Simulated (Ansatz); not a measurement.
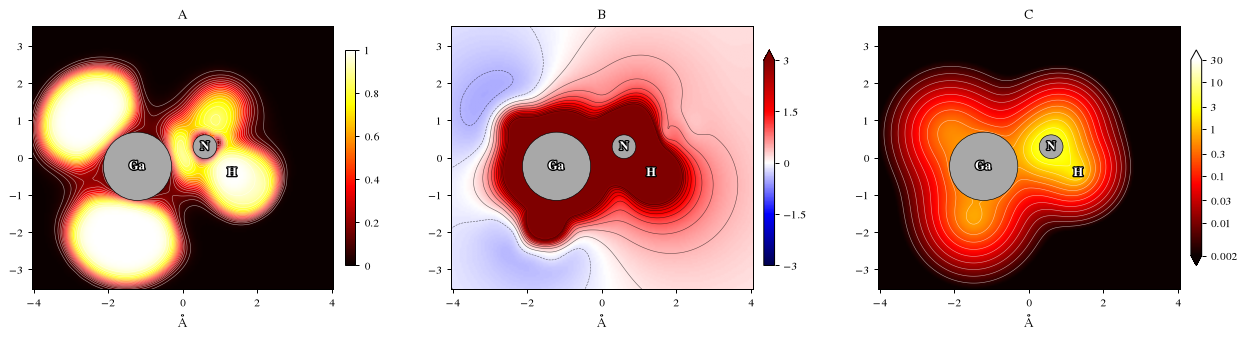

GaH₄N···HF: 3 fields on the plane of atoms Ga1, N2 and H3, with unlabelled colour scales. Grey discs cover the atomic cores.

Theory: RHF/def2-SVP in Ansatz 0.2.0.

Match the panels to the quantities (electron density, electron localisation function and electrostatic potential).

Panel A: electron localisation function. Panel B: electrostatic potential (strongly positive close to the atoms and fading to about zero outside). Panel C: electron density. From the grid: Ga–N (1.89 Å): ρ at the midpoint is about 0.81 e/Å³; the ELF peaks at about 0.90 in the valence shell of N, 0.6 Å from its nucleus, and is about 0.40 at the midpoint. N–H (1.00 Å): the density is about 2.8 e/Å³ at the midpoint; the ELF climbs to about 1 towards the hydrogen, as it does in any bond to H: an ordinary covalent bond to hydrogen.
